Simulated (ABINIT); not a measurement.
# MoS2 (P6_3/mmc): G0W0 in ABINIT against the k mesh

How does the gap of MoS2 (P6_3/mmc) converge in the k mesh?

Program: ABINIT 10.8.3. Level of theory: PBE and many-body steps on it, plane waves. Results are calculated unless marked as measured.

The database entry behind the starting cell differs from later determinations by our own check (about 0.3 % long), so it need not match the best structure at ambient conditions.

## (1) Starting point

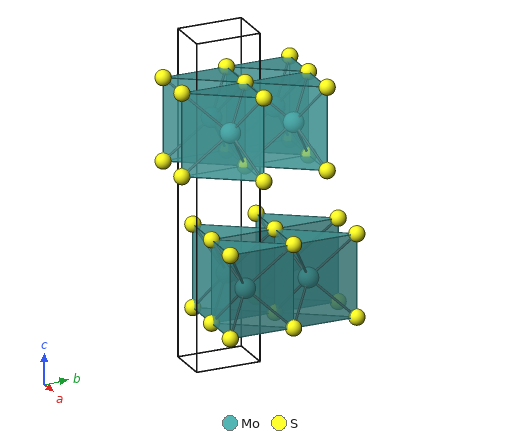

The cell as given, slightly off an axis (molybdenum teal, sulfur yellow). 2×2×1 cells are drawn. Some periodic images of atoms are drawn too.

The cell and positions come from the Crystallography Open Database and are kept as given unless a step says otherwise.

## (2) Empty states on the mesh, 6×6×1 mesh, 379 bands

This step: ABINIT 10.8.3; DFT, PBE, plane waves, norm-conserving pseudopotentials.

The sums over transitions need many empty states on a uniform mesh; this step solves for them.

The input, run.abi:

```
acell 3*1.0 Angstrom
rprim 
  3.169000000004 -0.000000000001 0.000000000000
  -1.584500000001 2.744434504597 0.000000000000
  0.000000000000 0.000000000000 12.324000000000
ntypat 2
znucl 42 16
natom 6
typat 1 1 2 2 2 2
xred 
  0.333333333333 0.666666666667 0.250000000000
  0.666666666667 0.333333333333 0.750000000000
  0.333333333333 0.666666666667 0.623000000000
  0.666666666667 0.333333333333 0.123000000000
  0.333333333333 0.666666666667 0.877000000000
  0.666666666667 0.333333333333 0.377000000000
pp_dirpath "pseudos"
pseudos "Mo.upf, S.upf"
ecut 36
ngkpt 6 6 1
nshiftk 1
shiftk 0 0 0
kptopt 1
chksymbreak 0
iscf -2
irdden 1
istwfk *1
nband 379
nbdbuf 34
tolwfr 1e-09
nstep 60
prtvol 0
indata_prefix "in"
outdata_prefix "out"
tmpdata_prefix "tmp"
```

The run is started by

```console
> OMP_NUM_THREADS=1 mpirun -n 8 abinit run.abi > log
```

Numbers of over 12 decimals in the logs are rounded to 6 here.

What it wrote:

```text
.Version 10.8.3 of ABINIT. v10.8.2 released Aug 2026.

 Symmetries : space group P6_3/m m c (#194); Bravais hP (primitive hexag.)
[... echo of the input left out ...]
== DATASET  1 ==================================================================
-   mpi_nproc: 8, omp_nthreads: 1 (-1 if OMP is not activated)
-    --> not optimal distribution: autoparal keyword recommended in input file <--

--- !DatasetInfo
iteration_state: {dtset: 1, }
dimensions: {natom: 6, nkpt: 7, mband: 379, nsppol: 1, nspinor: 1, nspden: 1, mpw: 7481, }
cutoff_energies: {ecut:  36.0, pawecutdg:  -1.0, }
[...]
4.45254    4.45717    4.45717    4.45878    4.45878    4.48523    4.51729    4.56759
   4.56764    4.58388    4.58416    4.60252    4.60321    4.61416    4.61603    4.64232
   4.64375    4.64981    4.66214
 prteigrs : prtvol=0 or 1, do not print more k-points.

== END DATASET(S) ==============================================================
================================================================================

 -outvars: echo values of variables after computation  --------
            nband         379
             nkpt           7
          spgroup         194
 [... the other variables as echoed above ...]

 Calculation completed.
```

Run time: 3.5 min. Hardware: 8 MPI ranks of Arm Neoverse V1, shared host; peak memory 0.93 GiB; 28 min of CPU time.

Numbers from this step:

| Item | Value |
| --- | --- |
| gap | 0.8887 eV |
| k of the valence top | 0, 0, 0 |
| k of the conduction bottom | 0.1667, 0.1667, 0 |
| least direct gap | 1.654 eV |
| k points computed | 7 |
| lowest point of the top converged band, above the valence top | 105.6077 eV |

On this mesh the gap is 0.889 eV.

The density comes from a self-consistent run that is not shown.

## (3) Empty states on the mesh, 3×3×1 mesh, 116 bands

run.abi, as its differences from that of step 2:

```diff
@@ -19,3 +19,3 @@
 ecut 36
-ngkpt 6 6 1
+ngkpt 3 3 1
 nshiftk 1
@@ -27,4 +27,4 @@
 istwfk *1
-nband 379
-nbdbuf 34
+nband 116
+nbdbuf 10
 tolwfr 1e-09
```

What it wrote:

```text
.Version 10.8.3 of ABINIT. v10.8.2 released Aug 2026.

 Symmetries : space group P6_3/m m c (#194); Bravais hP (primitive hexag.)
[... echo of the input left out ...]
== DATASET  1 ==================================================================
-   mpi_nproc: 8, omp_nthreads: 1 (-1 if OMP is not activated)
-    --> not optimal distribution: autoparal keyword recommended in input file <--

--- !DatasetInfo
iteration_state: {dtset: 1, }
dimensions: {natom: 6, nkpt: 3, mband: 116, nsppol: 1, nspinor: 1, nspden: 1, mpw: 7476, }
cutoff_energies: {ecut:  36.0, pawecutdg:  -1.0, }
[...]
1.58536    1.59054    1.59666    1.61447    1.61447    1.61766    1.61766    1.65662
   1.65675    1.67831    1.69809    1.69809    1.70997    1.74976    1.74976    1.81118
   1.84363    1.84369    1.84641    1.84838
 prteigrs : prtvol=0 or 1, do not print more k-points.

== END DATASET(S) ==============================================================
================================================================================

 -outvars: echo values of variables after computation  --------
            nband         116
             nkpt           3
          spgroup         194
 [... the other variables as echoed above ...]

 Calculation completed.
```

It took 31 s on 8 MPI ranks; peak memory 0.63 GiB; 4.1 min of CPU time.

Numbers from this step:

| Quantity | Value |
| --- | --- |
| gap | 1.052 eV |
| k of the valence top | 0, 0, 0 |
| k of the conduction bottom | 0.3333, 0.3333, 0 |
| least direct gap | 1.654 eV |
| k points computed | 3 |
| lowest point of the top converged band, above the valence top | 37.23 eV |

On this mesh the gap is 1.052 eV.

## (4) Empty states on the mesh, 6×6×2 mesh, 116 bands

run.abi, as its differences from that of step 3:

```diff
@@ -19,3 +19,3 @@
 ecut 36
-ngkpt 3 3 1
+ngkpt 6 6 2
 nshiftk 1
```

What it wrote:

```text
.Version 10.8.3 of ABINIT. v10.8.2 released Aug 2026.

 Symmetries : space group P6_3/m m c (#194); Bravais hP (primitive hexag.)
[... echo of the input left out ...]
== DATASET  1 ==================================================================
-   mpi_nproc: 8, omp_nthreads: 1 (-1 if OMP is not activated)

--- !DatasetInfo
iteration_state: {dtset: 1, }
dimensions: {natom: 6, nkpt: 14, mband: 116, nsppol: 1, nspinor: 1, nspden: 1, mpw: 7490, }
cutoff_energies: {ecut:  36.0, pawecutdg:  -1.0, }
[...]
1.58536    1.59054    1.59666    1.61447    1.61447    1.61766    1.61766    1.65662
   1.65675    1.67831    1.69809    1.69809    1.70997    1.74976    1.74976    1.81118
   1.84363    1.84369    1.84641    1.84838
 prteigrs : prtvol=0 or 1, do not print more k-points.

== END DATASET(S) ==============================================================
================================================================================

 -outvars: echo values of variables after computation  --------
            nband         116
             nkpt          14
          spgroup         194
 [... the other variables as echoed above ...]

 Calculation completed.
```

Run time: 61 s. Hardware: 8 MPI ranks; peak memory 0.83 GiB.

This step gave:

```yaml
gap: 0.8887 eV
k_of_the_valence_top: 0, 0, 0
k_of_the_conduction_bottom: 0.1667, 0.1667, 0
least_direct_gap: 1.654 eV
k_points_computed: 14
lowest_point_of_the_top_converged_band_above_the_valence_top: 36.64 eV
```

On this mesh the gap is 0.889 eV.

## (5) Screening, 3×3×1 mesh, 106 bands, screening to 130.6 eV

The RPA dielectric matrix is built and inverted for each q.

This step: RPA screening on PBE, plane waves, norm-conserving pseudopotentials.

run.abi, as its differences from that of step 4:

```diff
@@ -19,3 +19,3 @@
 ecut 36
-ngkpt 6 6 2
+ngkpt 3 3 1
 nshiftk 1
@@ -24,10 +24,11 @@
 chksymbreak 0
-iscf -2
-irdden 1
 istwfk *1
-nband 116
-nbdbuf 10
-tolwfr 1e-09
-nstep 60
-prtvol 0
+occopt 1
+irdwfk 1
+optdriver 3
+nband 106
+ecuteps 4.8
+inclvkb 2
+awtr 1
+symchi 1
 indata_prefix "in"
```

What it wrote:

```text
.Version 10.8.3 of ABINIT. v10.8.2 released Aug 2026.

 Symmetries : space group P6_3/m m c (#194); Bravais hP (primitive hexag.)
[... echo of the input left out ...]
== DATASET  1 ==================================================================
-   mpi_nproc: 8, omp_nthreads: 1 (-1 if OMP is not activated)

--- !DatasetInfo
iteration_state: {dtset: 1, }
dimensions: {natom: 6, nkpt: 3, mband: 106, nsppol: 1, nspinor: 1, nspden: 1, mpw: 7476, }
cutoff_energies: {ecut:  36.0, pawecutdg:  -1.0, }
electrons: {nelect:   5.20000000E+01, charge:   0.00000000E+00, occopt:   1.00000000E+00, tsmear:   1.00000000E-02, }

 SCREENING: Calculation of the susceptibility and dielectric matrices

 Based on a program developped by R.W. Godby, V. Olevano, G. Onida, and L. Reining.
 Incorporated in ABINIT by V. Olevano, G.-M. Rignanese, and M. Torrent.
.Using double precision arithmetic ; gwpc =  8

[... cell and pseudopotentials left out ...]
--------------------------------------------------------------------------------

 ==== K-mesh for the wavefunctions ====
 Number of points in the irreducible wedge :     3
[... list of points left out ...]
 Together with 24 symmetry operations and time-reversal symmetry
 yields     9 points in the full Brillouin Zone.

 ==== Q-mesh for the screening function ====
 Number of points in the irreducible wedge :     3
[... list of points left out ...]
 Together with 24 symmetry operations and time-reversal symmetry
 yields     9 points in the full Brillouin Zone.

 setmesh: FFT mesh size selected  =    20x   20x   90
          total number of points  =        36000

 vcoul_init : cutoff-mode = AUXILIARY_FUNCTION
 q-points for optical limit:   1
     1)      0.000010    0.000020    0.000030

- screening: taking advantage of time-reversal symmetry
- Maximum band index for partially occupied states nbvw = 26
- Remaining bands to be divided among processors   nbcw = 80
- Number of bands treated by each node ~10

 Number of electrons calculated from density =   52.0000; Expected =   52.0000
 average of density, n =  0.071892
 r_s =    1.4919
 omega_plasma =   25.8640 [eV]

 calculating chi0 at frequencies [eV] :
  1    0.000000E+00    0.000000E+00
  2    0.000000E+00    2.586399E+01

--------------------------------------------------------------------------------
  q-point number  1        q = ( 0.000000, 0.000000, 0.000000) [r.l.u.]
--------------------------------------------------------------------------------
[... chi0 elements left out ...]
 For q-point:  0.000010 0.000020 0.000030
  dielectric constant =  17.2616
  dielectric constant without local fields =  19.5360

  Average fulfillment of the sum rule on Im[epsilon] for q-point    1 :     69.41  [%]
[... wings left out ...]
  q-point number  2        q = ( 0.333333, 0.000000, 0.000000) [r.l.u.]
--------------------------------------------------------------------------------
[... chi0 elements left out ...]
  Average fulfillment of the sum rule on Im[epsilon] for q-point    2 :     64.74  [%]

 [... 1 further q-points ...]
```

Run time: 13 s. Hardware: 8 MPI ranks; peak memory 1.6 GiB.

This step gave:

```
ε∞ with local fields, on this mesh, along the program's q direction : 17.26
the same without local fields                                       : 19.54
plasma frequency                                                    : 25.86 eV
plane waves in the screening matrix                                 : 341
```

Local fields lower ε∞ by 12 %. On a Γ-centred mesh this coarse the value itself is usually too large, while a short band sum pulls it down.

## (6) 3×3×1

This step: G0W0 on PBE, plane waves, norm-conserving pseudopotentials.

run.abi, as its differences from that of step 5:

```diff
@@ -27,8 +27,17 @@
 irdwfk 1
-optdriver 3
+optdriver 4
 nband 106
+gwcalctyp 0
+ecutsigx 36
+symsigma 1
+nkptgw 2
+kptgw 
+  0.0000000000 0.0000000000 0.0000000000
+  0.3333333333 0.3333333333 0.0000000000
+bdgw 
+  25 28
+  25 28
 ecuteps 4.8
-inclvkb 2
-awtr 1
-symchi 1
+irdscr 1
+ppmodel 1
 indata_prefix "in"
```

What it wrote:

```text
.Version 10.8.3 of ABINIT. v10.8.2 released Aug 2026.

 Symmetries : space group P6_3/m m c (#194); Bravais hP (primitive hexag.)
[... echo of the input left out ...]
== DATASET  1 ==================================================================
-   mpi_nproc: 8, omp_nthreads: 1 (-1 if OMP is not activated)

--- !DatasetInfo
iteration_state: {dtset: 1, }
dimensions: {natom: 6, nkpt: 3, mband: 106, nsppol: 1, nspinor: 1, nspden: 1, mpw: 7476, }
cutoff_energies: {ecut:  36.0, pawecutdg:  -1.0, }
electrons: {nelect:   5.20000000E+01, charge:   0.00000000E+00, occopt:   1.00000000E+00, tsmear:   1.00000000E-02, }

 SIGMA: Calculation of the GW corrections

 Based on a program developped by R.W. Godby, V. Olevano, G. Onida, and L. Reining.
 Incorporated in ABINIT by V. Olevano, G.-M. Rignanese, and M. Torrent.
.Using double precision arithmetic ; gwpc =  8

[... cell and pseudopotentials left out ...]
--------------------------------------------------------------------------------

 ==== K-mesh for the wavefunctions ====
 Number of points in the irreducible wedge :     3
[... list of points left out ...]
 Together with 24 symmetry operations and time-reversal symmetry
 yields     9 points in the full Brillouin Zone.

 ==== Q-mesh for screening function ====
 Number of points in the irreducible wedge :     3
[... list of points left out ...]
 Together with 24 symmetry operations and time-reversal symmetry
 yields     9 points in the full Brillouin Zone.

 vcoul_init : cutoff-mode = AUXILIARY_FUNCTION
 q-points for optical limit:   1
     1)      0.000010    0.000020    0.000030
 setmesh: FFT mesh size selected  =    32x   32x  128
          total number of points  =       131072

 Number of electrons calculated from density =   52.0000; Expected =   52.0000
 average of density, n =  0.071892
 r_s =    1.4919
 omega_plasma =   25.8640 [eV]

 === KS Band Gaps ===
  >>>> For spin  1
   Minimum direct gap =   1.6539 [eV], located at k-point      :   0.3333  0.3333  0.0000
   Fundamental gap    =   1.0518 [eV], Top of valence bands at :   0.0000  0.0000  0.0000
                                       Bottom of conduction at :   0.3333  0.3333  0.0000
 SIGMA fundamental parameters:
 PLASMON POLE MODEL  1
 number of plane-waves for SigmaX                 7437
 number of plane-waves for SigmaC and W            341
 number of plane-waves for wavefunctions          7437
 number of bands                                   106
 number of independent spin polarizations            1
 number of spinorial components                      1
 number of k-points in IBZ                           3
 number of q-points in IBZ                           3
 number of symmetry operations                      24
 number of k-points in BZ                            9
 number of q-points in BZ                            9
 number of frequencies for dSigma/dE                 9
 frequency step for dSigma/dE [eV]                0.25
 number of omega for Sigma on real axis              0
 max omega for Sigma on real axis  [eV]           0.00
 zcut for avoiding poles [eV]                     0.10

 EPSILON^-1 parameters (SCR file):
 dimension of the eps^-1 matrix on file            341
 dimension of the eps^-1 matrix used               341
 number of plane-waves for wavefunctions          7437
 number of bands                                   106
 number of q-points in IBZ                           3
 number of frequencies                               2
 number of real frequencies                          1
 number of imag frequencies                          1

 matrix elements of self-energy operator (all in [eV])

 Perturbative Calculation

--- !SelfEnergy_ee
iteration_state: {dtset: 1, }
kpoint     : [   0.000,    0.000,    0.000, ]
spin       : 1
KS_gap     :    2.100
QP_gap     :    2.582
Delta_QP_KS:    0.482
data: !SigmaeeData |
     Band     E0 <VxcDFT>   SigX SigC(E0)      Z dSigC/dE  Sig(E)    E-E0       E
       25   7.290 -15.395 -16.765   1.762   0.777  -0.287 -15.090   0.305   7.595
       26   8.434 -16.370 -17.413   1.566   0.773  -0.293 -15.965   0.404   8.839
       27  10.534 -15.683 -10.950  -3.593   0.778  -0.286 -14.796   0.887  11.421
       28  10.534 -15.683 -10.950  -3.593   0.778  -0.286 -14.796   0.887  11.421

--- !SelfEnergy_ee
iteration_state: {dtset: 1, }
kpoint     : [   0.333,    0.333,    0.000, ]
spin       : 1
KS_gap     :    1.654
QP_gap     :    2.319
Delta_QP_KS:    0.665
data: !SigmaeeData |
     Band     E0 <VxcDFT>   SigX SigC(E0)      Z dSigC/dE  Sig(E)    E-E0       E
       25   7.670 -16.196 -17.477   1.789   0.776  -0.289 -15.802   0.394   8.065
       26   7.832 -16.549 -17.783   1.789   0.775  -0.291 -16.119   0.430   8.262
       27   9.486 -17.601 -12.714  -3.469   0.772  -0.295 -16.506   1.095  10.581
       28   9.486 -17.601 -12.714  -3.469   0.772  -0.295 -16.506   1.095  10.581

== END DATASET(S) ==============================================================
================================================================================

 -outvars: echo values of variables after computation  --------
           etotal      0.0000000000E+00
            nband         106
             nkpt           3
          spgroup         194
 [... the other variables as echoed above ...]

 Calculation completed.
```

Elapsed: 7 s, on 8 MPI ranks; peak memory 1.2 GiB.

This step gave:

```
G0W0 gap on the points computed              : 1.742 eV
starting gap on the mesh                     : 1.052 eV
k of the valence top                         : 0, 0, 0
k of the conduction bottom                   : 0.3333, 0.3333, 0
Z at the valence top                         : 0.773
Z at the conduction bottom                   : 0.772
least direct G0W0 gap on the computed points : 2.319 eV
```

## (7) Screening, 6×6×1 mesh, 106 bands, screening to 130.6 eV

This step: RPA screening on PBE, plane waves, norm-conserving pseudopotentials.

run.abi, as its differences from that of step 6:

```diff
@@ -19,3 +19,3 @@
 ecut 36
-ngkpt 3 3 1
+ngkpt 6 6 1
 nshiftk 1
@@ -27,17 +27,8 @@
 irdwfk 1
-optdriver 4
+optdriver 3
 nband 106
-gwcalctyp 0
-ecutsigx 36
-symsigma 1
-nkptgw 2
-kptgw 
-  0.0000000000 0.0000000000 0.0000000000
-  0.3333333333 0.3333333333 0.0000000000
-bdgw 
-  25 28
-  25 28
 ecuteps 4.8
-irdscr 1
-ppmodel 1
+inclvkb 2
+awtr 1
+symchi 1
 indata_prefix "in"
```

What it wrote:

```text
.Version 10.8.3 of ABINIT. v10.8.2 released Aug 2026.

 Symmetries : space group P6_3/m m c (#194); Bravais hP (primitive hexag.)
[... echo of the input left out ...]
== DATASET  1 ==================================================================
-   mpi_nproc: 8, omp_nthreads: 1 (-1 if OMP is not activated)

--- !DatasetInfo
iteration_state: {dtset: 1, }
dimensions: {natom: 6, nkpt: 7, mband: 106, nsppol: 1, nspinor: 1, nspden: 1, mpw: 7481, }
cutoff_energies: {ecut:  36.0, pawecutdg:  -1.0, }
electrons: {nelect:   5.20000000E+01, charge:   0.00000000E+00, occopt:   1.00000000E+00, tsmear:   1.00000000E-02, }

 SCREENING: Calculation of the susceptibility and dielectric matrices

 Based on a program developped by R.W. Godby, V. Olevano, G. Onida, and L. Reining.
 Incorporated in ABINIT by V. Olevano, G.-M. Rignanese, and M. Torrent.
.Using double precision arithmetic ; gwpc =  8

[... cell and pseudopotentials left out ...]
--------------------------------------------------------------------------------

 ==== K-mesh for the wavefunctions ====
 Number of points in the irreducible wedge :     7
[... list of points left out ...]
 Together with 24 symmetry operations and time-reversal symmetry
 yields    36 points in the full Brillouin Zone.

 ==== Q-mesh for the screening function ====
 Number of points in the irreducible wedge :     7
[... list of points left out ...]
 Together with 24 symmetry operations and time-reversal symmetry
 yields    36 points in the full Brillouin Zone.

 setmesh: FFT mesh size selected  =    20x   20x   90
          total number of points  =        36000

 vcoul_init : cutoff-mode = AUXILIARY_FUNCTION
 q-points for optical limit:   1
     1)      0.000010    0.000020    0.000030

- screening: taking advantage of time-reversal symmetry
- Maximum band index for partially occupied states nbvw = 26
- Remaining bands to be divided among processors   nbcw = 80
- Number of bands treated by each node ~10

 Number of electrons calculated from density =   52.0000; Expected =   52.0000
 average of density, n =  0.071892
 r_s =    1.4919
 omega_plasma =   25.8640 [eV]

 calculating chi0 at frequencies [eV] :
  1    0.000000E+00    0.000000E+00
  2    0.000000E+00    2.586399E+01

--------------------------------------------------------------------------------
  q-point number  1        q = ( 0.000000, 0.000000, 0.000000) [r.l.u.]
--------------------------------------------------------------------------------
[... chi0 elements left out ...]
 For q-point:  0.000010 0.000020 0.000030
  dielectric constant =  14.4837
  dielectric constant without local fields =  16.2843

  Average fulfillment of the sum rule on Im[epsilon] for q-point    1 :     69.46  [%]
[... wings left out ...]
  q-point number  2        q = ( 0.166667, 0.000000, 0.000000) [r.l.u.]
--------------------------------------------------------------------------------
[... chi0 elements left out ...]
  Average fulfillment of the sum rule on Im[epsilon] for q-point    2 :     73.09  [%]

 [... 5 further q-points ...]
```

The job ended after 50 s (8 MPI ranks; peak memory 2.4 GiB; 6.7 min of CPU time).

This step gave:

```
ε∞ with local fields, on this mesh, along the program's q direction : 14.48
the same without local fields                                       : 16.28
plasma frequency                                                    : 25.86 eV
plane waves in the screening matrix                                 : 341
```

(Continued in part 2 of 2.)

[Paths, hosts, dates, memory and timing lines, banners, echoed tables and standing remarks are left out of the program output.]

[Logs are printed without paths, hosts, clocks, repeated set-up lines and the standing remarks that a program may print on its own settings, such as how far it seeks lower states.]

[Runs of the session that timed out or met a known fault of the program may be left out.]

[Hosts, paths, dates, database ids (printed as entryN), source tags and the programs' standing remarks are cut or masked in the printed files.]

[G0W0 gaps are taken among the corrected bands and points alone; a level outside them can change the order at an edge.]

[Where Ansatz stands beside ABINIT at settings called matched, ABINIT's density can come from a denser mesh and the files from another edition; pairs whose starting gaps differed by over 0.03 eV were left out, so agreement reads better than it is.]
